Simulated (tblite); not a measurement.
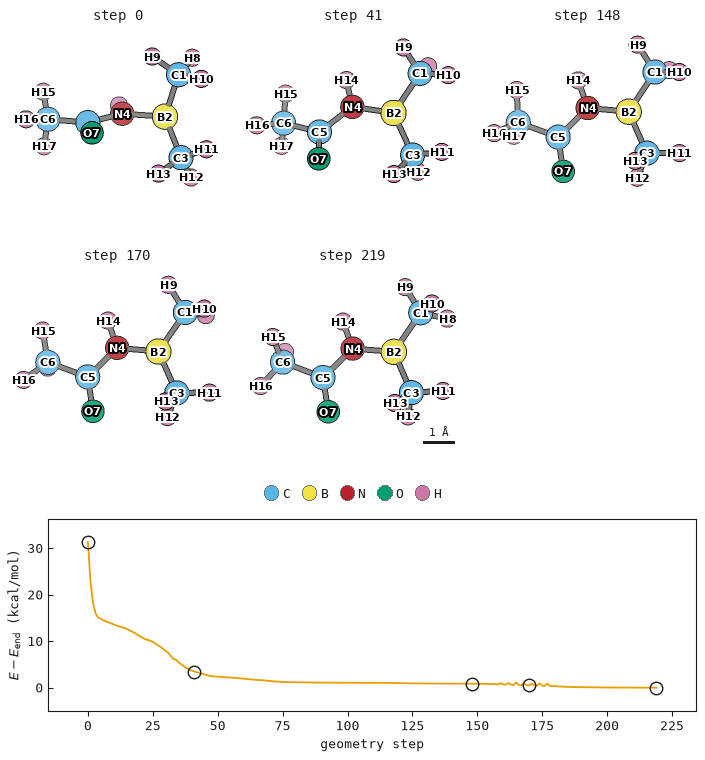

Frames of a relaxation of C₄H₁₀BNO, marked on the history of the run. Style: ball-and-stick. Shown at a tilt.

All numbers below come from GFN2-xTB geometry optimisation, gas phase (tblite 0.8.0). 

> Describe the path.

The atom that moves furthest after the best rigid fit is O7 (1.67 Å). By element the largest moves are O 1.67 Å, H 1.52 Å, N 0.61 Å, C 0.53 Å, B 0.44 Å. Some distances before and after: B2–N4 1.545 → 1.425 Å, C5–O7 1.286 → 1.205 Å, C5–C6 1.471 → 1.517 Å, C1–H8 1.132 → 1.088 Å. Bond angles that change, for instance: B2–C3–H11 105.7° → 113.5°, B2–N4–C5 121.7° → 129.1°, B2–C1–H8 104.2° → 110.9°. Over 219 geometry steps the energy falls by 31.3 kcal/mol. From step 0 to 41: H14 moves most (1.53 Å), energy −27.9 kcal/mol. From step 41 to 148: O7 moves most (0.88 Å), energy −2.61 kcal/mol. From step 148 to 170: H15 moves most (0.34 Å), energy −0.35 kcal/mol. From step 170 to 219: H15 moves most (0.57 Å), energy −0.51 kcal/mol.

```csv
step,"E − E(0), kcal/mol"
0,0.00
1,-8.71
2,-13.27
3,-15.45
4,-16.25
5,-16.52
6,-16.85
7,-17.07
8,-17.29
9,-17.50
10,-17.74
21,-20.60
32,-24.58
43,-28.18
54,-29.10
65,-29.65
76,-30.12
87,-30.22
98,-30.25
109,-30.27
120,-30.35
131,-30.43
142,-30.44
153,-30.52
164,-30.71
175,-30.90
186,-31.19
197,-31.26
208,-31.30
219,-31.32
```
